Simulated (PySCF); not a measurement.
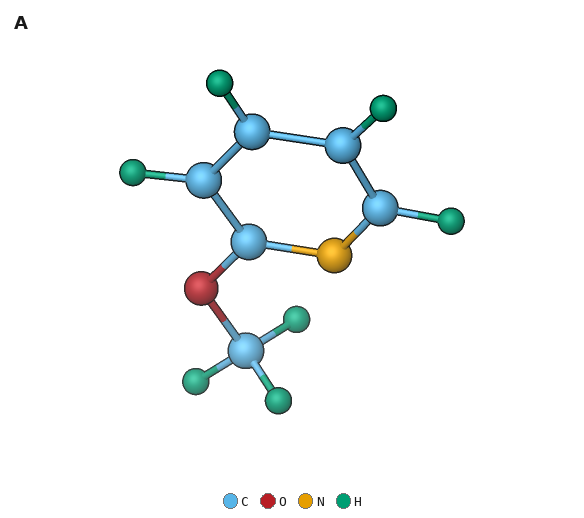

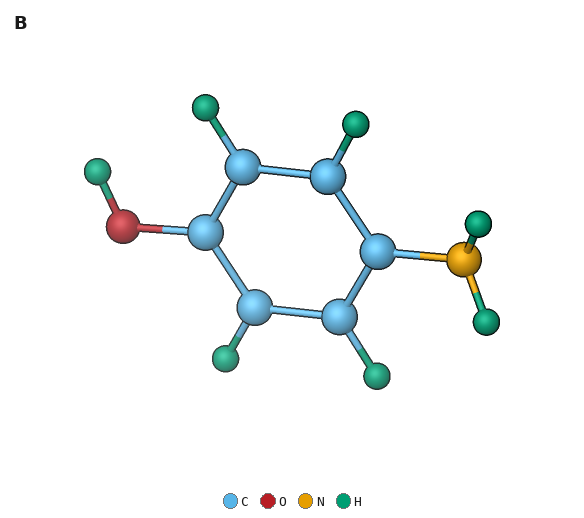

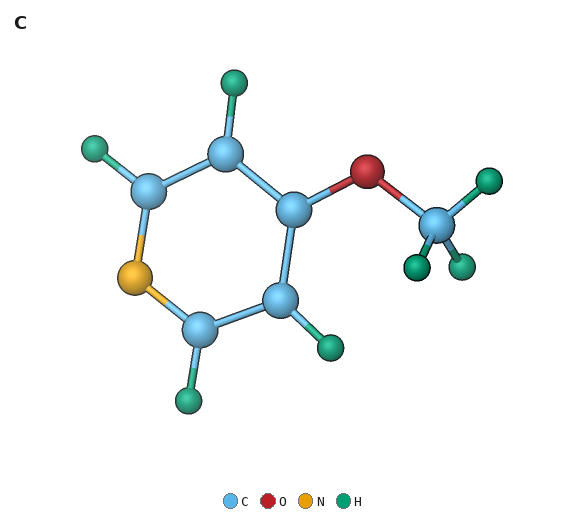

3 stationary structures of one formula. Geometries: PBE0-D3(BJ)/def2-SVP. Electronic energies: PBE0-D3(BJ)/def2-SVP (PySCF 2.14.0), without zero-point energy. No frequency run is at hand to confirm each as a minimum. Each is one conformer, not always the lowest.

Question: Are they conformers, stereoisomers or constitutional isomers?

Answer: They are constitutional isomers of C6H7NO: A `COc1ccccn1`, B `Nc1ccc(O)cc1`, C `COc1ccncc1`.

Question: Which structure is the most stable?

Answer: B is lowest; A lies 6.6 kcal/mol above it, C lies 13.6 kcal/mol above it.
